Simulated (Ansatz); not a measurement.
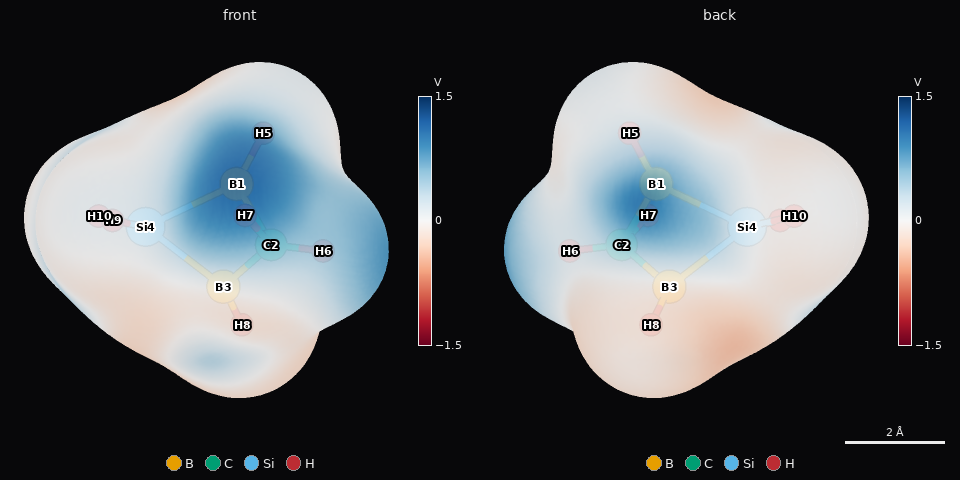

The picture shows: CH6B2Si. The molecular electrostatic potential painted on the density surface at 0.001 e/bohr³, seen from the front and from behind; the colour scale runs from red (negative) to blue (positive).

Geometry: PBE0-D4/def2-TZVP.

The calculation used Ansatz, RKS PBE0-D4/def2-TZVPP.

```xyz
10

B     0.4173   -0.2995   -0.9074
C     0.9237   -0.6942    0.5166
B    -0.4970   -0.4525    0.9767
Si   -0.9615    1.0468   -0.2413
H     0.8309   -0.7487   -1.9322
H     1.6545   -1.4507    0.7799
H     1.4501    0.2809    0.2099
H    -1.1688   -1.3241    1.4408
H    -0.2851    2.3384    0.0470
H    -2.2811    1.2523   -0.8870
```

> Where is the surface potential most negative and most positive?

The most negative region (about −0.4 V) lies over H8, the most positive (about +1.1 V) over H7.
